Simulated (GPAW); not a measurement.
# KTaO3 (Pm-3m): the K K absorption edge, part 2 of 3

Aim: the dependence of the K K near-edge features of KTaO3 (Pm-3m) on volume.

GPAW 26.7.0; X-ray absorption from dipole matrix elements to empty bands, plane-wave PAW revPBE.

So far. Step 2 (The field without a hole): The mesh shows a gap of 2.21 eV, so the hole is first treated in a charged cell, without the excited electron.

## (4) Spectrum with FCH, K atom 2

The holes are 5.6 Å apart. In GPAW the data set carries the hole's charge, so charge=0 means a charged cell and charge=-1 a neutral one. The excited electron is left out and a uniform background balances the charge. After the field has converged, empty bands are computed with the density fixed and the dipole matrix elements are summed.

The absorber has 12 O at 2.82 Å (cuboctahedral, site symmetry m-3m).

xas.py reads:

```python
import numpy as np
from ase import Atoms
from ase.parallel import parprint, paropen
from gpaw import GPAW, PW, FermiDirac, Mixer, MixerDif, setup_paths
from gpaw.test import gen
setup_paths.insert(0, '.')
gen('K', name='fch1s', xcname='revPBE', corehole=(1, 0, 1), write_xml=True)
from gpaw.mpi import world
world.barrier()

atoms = Atoms('Ta2K2O6',
    cell=[[3.9883, 0, 3.9883],
     [0, 3.9883, 3.9883],
     [-3.9883, 0, 3.9883]],
    scaled_positions=[[0, 0, 0],
     [0.5, 0, 0.5],
     [0.25, 0.5, 0.75],
     [0.75, 0.5, 0.25],
     [0.25, 0, 0.25],
     [0.75, 0, 0.75],
     [0.75, 0.5, 0.75],
     [0.25, 0.5, 0.25],
     [0.25, 0, 0.75],
     [0.75, 0, 0.25]],
    pbc=True)
atoms.calc = calc = GPAW(legacy_gpaw=True, mode=PW(500, force_complex_dtype=True), xc='revPBE', setups={2: 'fch1s'},
    kpts={'size': (4, 4, 4), 'gamma': True}, occupations=FermiDirac(0.02),
    charge=0, mixer=Mixer(0.1, 5, 50), maxiter=150,
    convergence={'density': 0.0001, 'eigenstates': 1e-6}, txt='scf.txt')
energy = atoms.get_potential_energy() + calc.get_reference_energy()
ef = calc.get_fermi_level()
out = dict(energy=energy, fermi=ef, forces=atoms.get_forces().tolist())
parprint(f'all-electron energy {energy:.4f} eV, Fermi level {ef:.4f} eV')
ev = np.array([[calc.get_eigenvalues(k, s) for k in range(len(calc.get_ibz_k_points()))] for s in range(calc.get_number_of_spins())])
out['homo'], out['lumo'], out['counts'] = ev[ev < ef].max(), ev[ev > ef].min(), sorted(set((ev < ef).sum((0, 2)).tolist()))
out['filled'] = (ev[:, 0] < ef).sum(1).tolist()

from ase.units import Ha
from gpaw.xas import dipole_matrix_elements
nb = int(calc.get_number_of_electrons() / 2) + 89
top, nb = nb, nb + 8 + nb // 12
nscf = calc.fixed_density(kpts={'size': (6, 6, 6), 'gamma': True}, nbands=nb,
    convergence={'bands': top, 'eigenstates': 5e-3}, maxiter=60, txt='nscf.txt')
cell = atoms.cell.array
ops = [cell.T @ U.T @ np.linalg.inv(cell.T) for U in nscf.wfs.kd.symmetry.op_scc]
filled = [40]  # bands filled in the ground state, by spin
E = np.arange(-6, 34, 0.1)
fwhm = np.interp(E, [4, 25], [0.9, 3.5])
Y, X, zero, highest = 0, 0, 1e9, 1e9
for spin in range(nscf.get_number_of_spins()):
    wfs = nscf.wfs
    mine = wfs.bd.get_slice()  # this rank's bands
    A = dipole_matrix_elements(wfs.setups[2])
    eps = np.zeros((wfs.kd.nibzkpts, nb))
    d = np.zeros((3, A.shape[1], wfs.kd.nibzkpts, nb), complex)
    for kpt in wfs.kpt_u:
        if kpt.s == spin and 2 in kpt.P_ani:
            eps[kpt.k, mine] = kpt.eps_n * Ha
            d[:, :, kpt.k, mine] = (kpt.weight * wfs.nspins / 2) ** 0.5 * np.inner(A, kpt.P_ani[2])
    world.sum(eps)
    world.sum(d)
    T = np.einsum('amkn,bmkn->abkn', d, d.conj()).real
    T = sum(np.einsum('ai,ijkn,bj->abkn', R, T, R) for R in ops) / len(ops)
    empty = np.ones_like(eps, bool) & (np.arange(nb) >= filled[spin])
    zero, highest = min(zero, eps[empty].min()), min(highest, eps[:, top - 1].min())
    lines = [(eps, T, empty)] if spin == 0 else lines + [(eps, T, empty)]
for eps, T, empty in lines:
    f = np.einsum('aakn->akn', T).reshape(3, -1)
    x = eps.ravel() - zero
    w = np.interp(x, E, fwhm) / 2.35482
    g = np.exp(-0.5 * ((E[:, None] - x) / w) ** 2) / (w * (2 * np.pi) ** 0.5)
    Y = Y + (f * empty.ravel()) @ g.T
    X = X + (f * ~empty.ravel()) @ g.T
out.update(E=E.round(2).tolist(), xas=Y.tolist(), xes=X.tolist(), zero=zero, valid=highest - zero, nk=len(eps), nb=nb)
for i in range(0, len(E), 10):
    parprint(f'{E[i]:7.2f}', *(f'{v:10.3e}' for v in Y[:, i]))
import json
with paropen('out.json', 'w') as f:
    json.dump(out, f)
```

Started as:

```sh
$ OMP_NUM_THREADS=1 mpirun -n 4 gpaw python xas.py
```

Numbers of over 12 decimals in the logs are rounded to 6 here.

Output:

```text
Input parameters:
  convergence: {density: 0.0001,
                eigenstates: 1e-06}
  kpts: {gamma: True,
         size: (4, 4, 4)}
  maxiter: 150
  mixer: {backend: pulay,
          beta: 0.1,
          method: separate,
          nmaxold: 5,
          weight: 50}
  mode: {ecut: 500.0,
         force_complex_dtype: True,
         name: pw}
  occupations: {fixmagmom: False,
                name: fermi-dirac,
                width: 0.02}
  setups: {2: fch1s}
  xc: revPBE

Initialize ...

[... PAW data sets ...]

Reference energy: -889758.322424  # eV

Spin-paired calculation

[... convergence settings ...]
Symmetries present (total): 24
  [... symmetry matrices ...]

64 k-points: 4 x 4 x 4 Monkhorst-Pack grid + [1/8,1/8,1/8]
8 k-points in the irreducible part of the Brillouin zone
       k-points in crystal coordinates                weights
   0:     0.00000000    0.00000000    0.00000000          1/64
   1:     0.25000000    0.25000000    0.00000000          8/64
   2:     0.25000000    0.25000000    0.25000000          6/64
   3:     0.50000000    0.25000000    0.00000000         12/64
   4:     0.50000000    0.25000000    0.50000000          6/64
   5:     0.50000000    0.50000000    0.00000000          4/64
   6:     0.50000000    0.50000000    0.25000000         24/64
   7:     0.50000000    0.50000000    0.50000000          3/64

Wave functions: Plane wave expansion
  Cutoff energy: 500.000 eV
  Number of coefficients (min, max): 3207, 3250
  Pulay-stress correction: 0.000000 eV/Ang^3 (de/decut=0.000000)
  Using FFTW library
  Wavefunction extrapolation:
    Improved wavefunction reuse through dual PAW basis

Occupation numbers: Fermi-Dirac:
  width: 0.0200  # eV

Eigensolver
   Davidson(niter=2)

Densities:
  Coarse grid: 30*30*30 grid
  Fine grid: 60*60*60 grid
  Total Charge: 1.000000

Density mixing:
  Method: separate
  Backend: pulay
  Linear mixing parameter: 0.1
  old densities: 5
  Width of damping distribution: 1.1
  Damping of long wavelength oscillations: 50

[... Hamiltonian set-up ...]
Number of atoms: 10
Number of atomic orbitals: 60
Number of bands in calculation: 52
Number of valence electrons: 80
Bands to converge: occupied

... initialized

Initializing position-dependent things.

Density initialized from atomic densities
Creating initial wave functions:
  52 bands from LCAO basis set

              O

         K         K

            O
              O
       O    Ta   O

            O

            Ta

Atomic positions and initial magnetic moments

Positions:
   0 Ta     0.000000    0.000000    0.000000    ( 0.0000,  0.0000,  0.0000)
   1 Ta     0.000000    0.000000    3.988300    ( 0.0000,  0.0000,  0.0000)
   2 K     -1.994150    1.994150    5.982450    ( 0.0000,  0.0000,  0.0000)
   3 K      1.994150    1.994150    5.982450    ( 0.0000,  0.0000,  0.0000)
   4 O      0.000000    0.000000    1.994150    ( 0.0000,  0.0000,  0.0000)
   5 O     -0.000000    0.000000    5.982450    ( 0.0000,  0.0000,  0.0000)
   6 O     -0.000000    1.994150    7.976600    ( 0.0000,  0.0000,  0.0000)
   7 O      0.000000    1.994150    3.988300    ( 0.0000,  0.0000,  0.0000)
   8 O     -1.994150    0.000000    3.988300    ( 0.0000,  0.0000,  0.0000)
   9 O      1.994150    0.000000    3.988300    ( 0.0000,  0.0000,  0.0000)

Unit cell:
           periodic     x           y           z      points  spacing
  1. axis:    yes    3.988300    0.000000    3.988300    30     0.1535
  2. axis:    yes    0.000000    3.988300    3.988300    30     0.1329
  3. axis:    yes   -3.988300    0.000000    3.988300    30     0.1535

  Lengths:   5.640308   5.640308   5.640308
  Angles:   60.000000  90.000000  60.000000

Effective grid spacing dv^(1/3) = 0.1675

iter:   1  -102.320349
iter:   2   -96.125716   -0.82  -0.93
iter:   3   -90.565758   -0.22  -1.05
iter:   4   -90.802039   -1.53  -1.42
iter:   5   -90.740872   -1.61  -1.47
iter:   6   -90.791975   -1.44  -2.08
iter:   7   -90.713322   -2.16  -2.14
iter:   8   -90.706193   -2.58  -2.28
iter:   9   -90.703707c  -3.81  -2.65
iter:  10   -90.701728c  -3.29  -2.78
iter:  11   -90.701626c  -4.07  -3.17
iter:  12   -90.701330c  -4.00  -3.10
iter:  13   -90.701163c  -5.43  -3.41
iter:  14   -90.701162c  -6.26c -4.20c

Converged after 14 iterations.

Dipole moment: (-1.307220, 0.000000, 0.000000) |e|*Ang

Energy contributions relative to reference atoms: (reference = -889758.322424)

Kinetic:        +25.764734
Potential:      -52.727757
External:        +0.000000
XC:             -62.626476
Entropy (-ST):   -0.000000
Local:           -1.111662
SIC:             +0.000000
--------------------------
Free energy:    -90.701162
Extrapolated:   -90.701162

Showing only first 2 kpts
 Kpt  Band  Eigenvalues  Occupancy
  0    38      5.86388    2.00000
  0    39      5.86410    2.00000
  0    40      8.14334    0.00000
  0    41      8.14383    0.00000

  1    38      5.55862    2.00000
  1    39      5.71279    2.00000
  1    40      8.90317    0.00000
[...]
Fermi level: 6.47107

Gap: 2.279 eV
Transition (v -> c):
  (s=0, k=0, n=39, [0.00, 0.00, 0.00]) -> (s=0, k=0, n=40, [0.00, 0.00, 0.00])
No difference between direct/indirect transitions

Forces in eV/Ang:
  0 Ta   -0.00000    0.00000    0.00000
  1 Ta   -0.00000   -0.00000   -0.00000
  2 K    -0.00000   -0.00000   -0.00000
  3 K    -0.00000    0.00000   -0.00000
  4 O     0.00000    0.00000    0.00000
  5 O     0.00000    0.00000   -0.00000
  6 O    -0.00000    0.00000   -0.00000
  7 O     0.00000   -0.00000    0.00000
  8 O     0.00000    0.00000   -0.00000
  9 O    -0.00000   -0.00000    0.00000
Scalar-relativistic atomic revPBE calculation for K (Potassium, Z=19)
Core hole in 1s state (1s occupation: 1.0)
600 radial gridpoints.
|------------------------------------------------|
|------------------------------------------------|
[... the atom generator's iteration count ...]

Energy contributions:
-------------------------
Kinetic:     +470.936477
XC:           -27.913632
Potential:   -911.747091
-------------------------
Total:       -468.724246

state      eigenvalue         ekin         rmax
-----------------------------------------------
1s^1.0 :  -137.449110   179.031168        0.052
2s^2.0 :   -15.006433    31.283844        0.307
2p^6.0 :   -12.567241    30.922167        0.248
3s^2.0 :    -1.933347     6.055549        1.011
3p^6.0 :    -1.289933     5.149860        1.049
4s^1.0 :    -0.321951     0.794360        3.223
-----------------------------------------------
(units: Bohr and Hartree)

Generating PAW setup
Kinetic energy of the core from tauc = 428.777342
Cutoffs:
rc(s)=2.120
rc(p)=2.090
rc(d)=1.770
rc(vbar)=2.070
rc(comp)=2.090
rc(nct)=2.120

Kinetic energy of the core states: 427.131859
Charge: 1.0
Core electrons: 9.0
Valence electrons: 9.0
Pseudo-core charge: 0.000153
Shape function alpha=2.289
Pseudo-electron charge 6.227617
state    eigenvalue         norm
--------------------------------
3s(2) :    -1.933347     0.852862
4s(1) :    -0.321951     0.980449
3p(6) :    -1.289933     0.590215
*p    :    -0.289933
*d    :     0.000000
--------------------------------

Diagonalizing with gridspacing h=0.050

state   all-electron     PAW
-------------------------------
3s:      -1.933347    -1.934035
3p:      -1.289933    -1.291519
*d:                   -0.305287
*f:                   -0.038040
-------------------------------
all-electron energy -889849.0236 eV, Fermi level 6.4711 eV
[...]
31.00  5.234e-07  5.234e-07  5.234e-07
  32.00  6.354e-07  6.354e-07  6.354e-07
  33.00  9.180e-07  9.180e-07  9.180e-07
```

It took 43 s on 4 MPI ranks of Arm Neoverse V1, shared host; peak memory 0.33 GiB.

The K K spectrum, K atom 2, full core hole (charged cell) (energy from the lowest empty level; intensity scaled to a mean of 1 over the first 20 eV):

```tsv
E (eV)	intensity
-2.0	0.00
-0.5	0.00
1.0	0.01
2.5	0.07
4.0	0.20
5.5	0.28
7.0	1.01
8.5	1.99
10.0	2.35
11.5	2.73
13.0	2.09
14.5	1.12
16.0	0.45
17.5	0.44
19.0	0.46
20.5	0.43
22.0	0.65
23.5	0.99
25.0	1.19
26.5	1.27
28.0	1.02
29.5	0.69
31.0	0.64
```

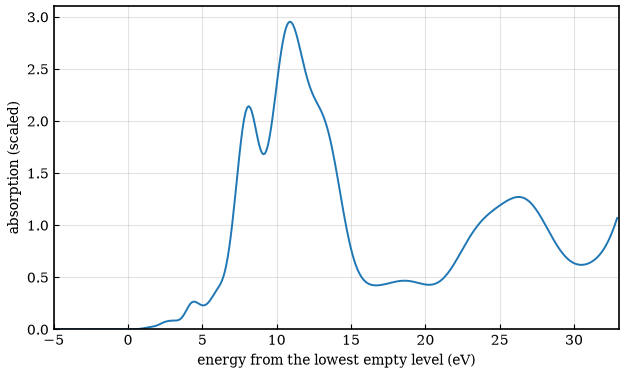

The K K edge, K atom 2, full core hole (charged cell): main maxima at 8.1, 10.9 and 26.3 eV.

Main maxima below 30 eV (height): 8.1 eV (2.14), 10.9 eV (2.95) and 26.3 eV (1.27). A K edge sees empty p states on the absorber.

The hole costs E(hole) − E(ground) = 3613.87 eV, and the lowest empty level of the hole cell on the spectrum's mesh lies at 8.14 eV, which puts the zero at 3622.01 eV. One term is added: -19.86 eV, since the hole is spin-paired here and a spin-polarised one costs that much less in the free atom (computed apart). The photon energy is then 3602.15 eV. The tabulated edge of the element is 3608.4 eV. The functional and the charged cell's background leave an error of a few eV in such absolute values.

## (5) Supercell without a hole, the energy reference

The cell changes for the next run, so it gets a reference energy of its own.

The cell differs from the one that the last finished run ended in (a 5.640 → 5.525 Å, b 5.640 → 5.525 Å, c 5.640 → 5.525 Å).

scf.py reads:

```python
import numpy as np
from ase import Atoms
from ase.parallel import parprint, paropen
from gpaw import GPAW, PW, FermiDirac, Mixer, MixerDif, setup_paths
from gpaw.test import gen
setup_paths.insert(0, '.')
gen('K', name='nch1s', xcname='revPBE', corehole=(1, 0, 0), write_xml=True)
from gpaw.mpi import world
world.barrier()

atoms = Atoms('Ta2K2O6',
    cell=[[3.90688328, 0, 3.90688328],
     [0, 3.90688328, 3.90688328],
     [-3.90688328, 0, 3.90688328]],
    scaled_positions=[[0, 0, 0],
     [0.5, 0, 0.5],
     [0.25, 0.5, 0.75],
     [0.75, 0.5, 0.25],
     [0.25, 0, 0.25],
     [0.75, 0, 0.75],
     [0.75, 0.5, 0.75],
     [0.25, 0.5, 0.25],
     [0.25, 0, 0.75],
     [0.75, 0, 0.25]],
    pbc=True)
atoms.calc = calc = GPAW(legacy_gpaw=True, mode=PW(500, force_complex_dtype=True), xc='revPBE', setups={2: 'nch1s'},
    kpts={'size': (4, 4, 4), 'gamma': True}, occupations=FermiDirac(0.02),
    charge=0, mixer=Mixer(0.1, 5, 50), maxiter=150,
    convergence={'density': 0.0001, 'eigenstates': 1e-6}, txt='scf.txt')
energy = atoms.get_potential_energy() + calc.get_reference_energy()
ef = calc.get_fermi_level()
out = dict(energy=energy, fermi=ef, forces=atoms.get_forces().tolist())
parprint(f'all-electron energy {energy:.4f} eV, Fermi level {ef:.4f} eV')
ev = np.array([[calc.get_eigenvalues(k, s) for k in range(len(calc.get_ibz_k_points()))] for s in range(calc.get_number_of_spins())])
out['homo'], out['lumo'], out['counts'] = ev[ev < ef].max(), ev[ev > ef].min(), sorted(set((ev < ef).sum((0, 2)).tolist()))
out['filled'] = (ev[:, 0] < ef).sum(1).tolist()
import json
with paropen('out.json', 'w') as f:
    json.dump(out, f)
```

Started as:

```sh
$ OMP_NUM_THREADS=1 mpirun -n 4 gpaw python scf.py
```

Output:

```text
Input parameters:
  convergence: {density: 0.0001,
                eigenstates: 1e-06}
  kpts: {gamma: True,
         size: (4, 4, 4)}
  maxiter: 150
  mixer: {backend: pulay,
          beta: 0.1,
          method: separate,
          nmaxold: 5,
          weight: 50}
  mode: {ecut: 500.0,
         force_complex_dtype: True,
         name: pw}
  occupations: {fixmagmom: False,
                name: fermi-dirac,
[...]
3s(2) :    -1.300803     0.976093
4s(1) :    -0.083603     0.996821
3p(6) :    -0.692287     0.724656
*p    :     0.307713
*d    :     0.000000
--------------------------------

Diagonalizing with gridspacing h=0.050

state   all-electron     PAW
-------------------------------
3s:      -1.300803    -1.301381
3p:      -0.692287    -0.693580
*d:                    0.007130
*f:                    0.049135
-------------------------------
all-electron energy -893462.0246 eV, Fermi level 6.7870 eV
[key lines of the parts left out:]
Converged after 13 iterations.
Dipole moment: (-0.000000, -0.000000, -0.000000) |e|*Ang
Free energy:    -72.884351
Fermi level: 6.78696
```

It took 14 s on 4 MPI ranks; peak memory 0.25 GiB; 55 s of CPU time.

Reference energy: -893462.025 eV with the cores included.

## (6) Spectrum with FCH, K atom 2

Shorter bonds are expected to push antibonding states and scattering resonances up, and longer ones down; the cell is scaled to test that.

Changed against the first core-hole run: volume scale from 1 to 0.94.

Changes to xas.py since step 4:

```diff
@@ -11,5 +11,5 @@
 atoms = Atoms('Ta2K2O6',
-    cell=[[3.9883, 0, 3.9883],
-     [0, 3.9883, 3.9883],
-     [-3.9883, 0, 3.9883]],
+    cell=[[3.90688328, 0, 3.90688328],
+     [0, 3.90688328, 3.90688328],
+     [-3.90688328, 0, 3.90688328]],
     scaled_positions=[[0, 0, 0],
@@ -39,3 +39,3 @@
 from gpaw.xas import dipole_matrix_elements
-nb = int(calc.get_number_of_electrons() / 2) + 89
+nb = int(calc.get_number_of_electrons() / 2) + 84
 top, nb = nb, nb + 8 + nb // 12
```

Started as:

```sh
$ OMP_NUM_THREADS=1 mpirun -n 4 gpaw python xas.py
```

Output:

```text
Input parameters:
  convergence: {density: 0.0001,
                eigenstates: 1e-06}
  kpts: {gamma: True,
         size: (4, 4, 4)}
  maxiter: 150
  mixer: {backend: pulay,
          beta: 0.1,
          method: separate,
          nmaxold: 5,
          weight: 50}
  mode: {ecut: 500.0,
         force_complex_dtype: True,
         name: pw}
  occupations: {fixmagmom: False,
                name: fermi-dirac,
[...]
*p    :    -0.289933
*d    :     0.000000
--------------------------------

Diagonalizing with gridspacing h=0.050

state   all-electron     PAW
-------------------------------
3s:      -1.933347    -1.934035
3p:      -1.289933    -1.291519
*d:                   -0.305287
*f:                   -0.038040
-------------------------------
all-electron energy -889848.9925 eV, Fermi level 7.1489 eV
[...]
32.00  4.957e-07  4.957e-07  4.957e-07
  33.00  5.607e-07  5.607e-07  5.607e-07
[key lines of the parts left out:]
Converged after 13 iterations.
Dipole moment: (-1.255773, -0.000000, -0.000000) |e|*Ang
Free energy:    -90.670084
Fermi level: 7.14894
```

Elapsed: 40 s, on 4 MPI ranks; peak memory 0.32 GiB; 2.7 min of CPU time.

```tsv
E (eV)	first run	this run
-2.0	0.00	0.00
-1.0	0.00	0.00
0.0	0.00	0.00
1.0	0.01	0.01
2.0	0.04	0.03
3.0	0.08	0.09
4.0	0.20	0.17
5.0	0.23	0.22
6.0	0.38	0.31
7.0	1.01	0.78
8.0	2.13	1.83
9.0	1.70	1.61
10.0	2.35	2.04
11.0	2.95	2.96
12.0	2.44	2.71
13.0	2.09	2.10
14.0	1.53	1.75
15.0	0.77	1.14
16.0	0.45	0.60
17.0	0.43	0.44
18.0	0.46	0.44
19.0	0.46	0.46
20.0	0.43	0.45
21.0	0.47	0.42
22.0	0.65	0.46
23.0	0.89	0.62
24.0	1.07	0.83
25.0	1.19	1.02
26.0	1.27	1.18
27.0	1.23	1.27
28.0	1.02	1.21
29.0	0.77	1.00
30.0	0.64	0.75
31.0	0.64	0.60
32.0	0.77	0.58
```

The scaled spectrum changes by 13 % r.m.s. A shift of +0.4 eV leaves 8 %. The highest intensity below 24 eV goes from 10.9 eV (2.95) to 11.3 eV (3.02).

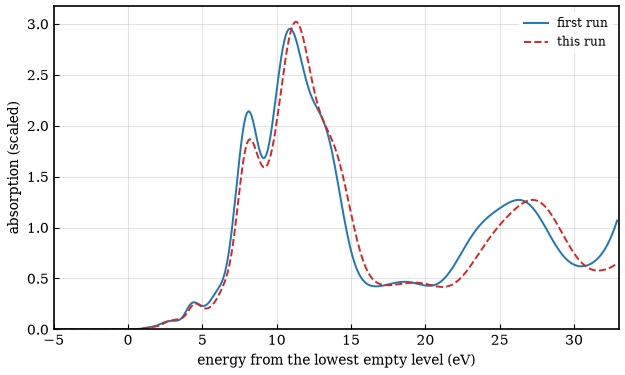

The effect of the change (volume scale from 1 to 0.94).

The photon energy of the zero moves by -0.05 eV.

## (7) Reference energy of the supercell

The cell changes for the next run, so it gets a reference energy of its own.

The cell differs from the one that the last finished run ended in (a 5.525 → 5.583 Å, b 5.525 → 5.583 Å, c 5.525 → 5.583 Å).

Changes to scf.py since step 5:

```diff
@@ -11,5 +11,5 @@
 atoms = Atoms('Ta2K2O6',
-    cell=[[3.90688328, 0, 3.90688328],
-     [0, 3.90688328, 3.90688328],
-     [-3.90688328, 0, 3.90688328]],
+    cell=[[3.94801139, 0, 3.94801139],
+     [0, 3.94801139, 3.94801139],
+     [-3.94801139, 0, 3.94801139]],
     scaled_positions=[[0, 0, 0],
```

Started as:

```sh
$ OMP_NUM_THREADS=1 mpirun -n 4 gpaw python scf.py
```

Output:

```text
Input parameters:
  convergence: {density: 0.0001,
                eigenstates: 1e-06}
  kpts: {gamma: True,
         size: (4, 4, 4)}
  maxiter: 150
  mixer: {backend: pulay,
          beta: 0.1,
          method: separate,
          nmaxold: 5,
          weight: 50}
  mode: {ecut: 500.0,
         force_complex_dtype: True,
         name: pw}
  occupations: {fixmagmom: False,
                name: fermi-dirac,
[...]
3s(2) :    -1.300803     0.976093
4s(1) :    -0.083603     0.996821
3p(6) :    -0.692287     0.724656
*p    :     0.307713
*d    :     0.000000
--------------------------------

Diagonalizing with gridspacing h=0.050

state   all-electron     PAW
-------------------------------
3s:      -1.300803    -1.301381
3p:      -0.692287    -0.693580
*d:                    0.007130
*f:                    0.049135
-------------------------------
all-electron energy -893462.5587 eV, Fermi level 6.4258 eV
[key lines of the parts left out:]
Converged after 14 iterations.
Dipole moment: (-0.000000, -0.000000, -0.000000) |e|*Ang
Free energy:    -73.418383
Fermi level: 6.42575
```

Elapsed: 14 s, on 4 MPI ranks; peak memory 0.25 GiB.

Reference energy: -893462.559 eV with the cores included.

(Part 2 of 3 ends here.)

[Banner, clock and machine lines of the logs are left out without a mark of their own.]

[Logs are printed without paths, hosts, clocks, repeated set-up lines and the standing remarks that a program may print on its own settings, such as how far it seeks lower states.]

[Hosts, paths, dates, database ids (printed as entryN), source tags and the programs' standing remarks are cut or masked in the printed files.]

[Lists of maxima count a maximum above −3 eV only where it reaches 4 % of the highest in the window and stands out from its surroundings by 2 % of it (1.5 % where it reaches 55 %); shoulders and weaker maxima are passed over, and of the rest the first, up to two pre-edge ones and the few strongest are named.]
